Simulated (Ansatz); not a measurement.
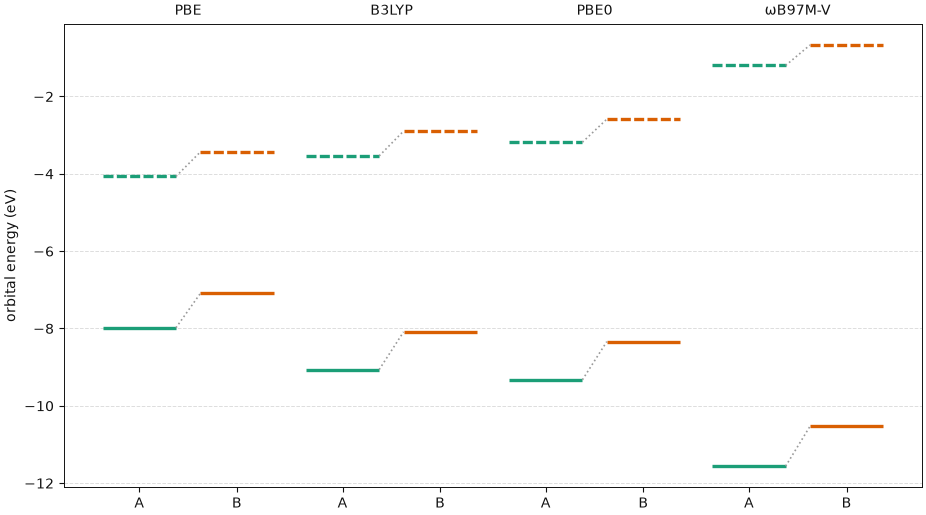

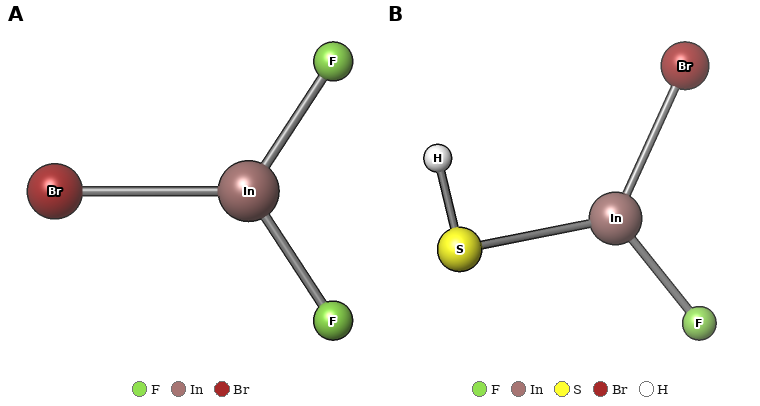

One change: A, InBrF₂ (SMILES [F][In]([F])[Br]), becomes B, InHSBrF (SMILES [F][In]([SH])[Br]). F on In is replaced by SH. HOMO (solid) and LUMO (dashed) computed in def2-TZVPP at PBE0-D4/def2-TZVP geometries, both minima by their frequencies, gas phase, the Ansatz code 0.2.0.

What does the change do to HOMO and LUMO?

Answer. PBE: the HOMO rises by 0.89 eV, the LUMO rises by 0.63 eV, and the separation goes from 3.91 to 3.66 eV. B3LYP: the HOMO rises by 0.98 eV, the LUMO rises by 0.64 eV, and the separation goes from 5.53 to 5.19 eV. PBE0: the HOMO rises by 0.99 eV, the LUMO rises by 0.60 eV, and the separation goes from 6.15 to 5.75 eV. ωB97M-V: the HOMO rises by 1.03 eV, the LUMO rises by 0.53 eV, and the separation goes from 10.36 to 9.86 eV.

Do the functionals agree on the effect?

Answer. They agree on the direction for both levels; the HOMO shift lies between 0.89 and 1.03 eV and the LUMO shift between 0.53 and 0.64 eV, while the separations themselves differ by up to 6.4 eV between functionals.

Caveats: core potentials past krypton; spin-orbit coupling is left out, and with In it can shift these values.
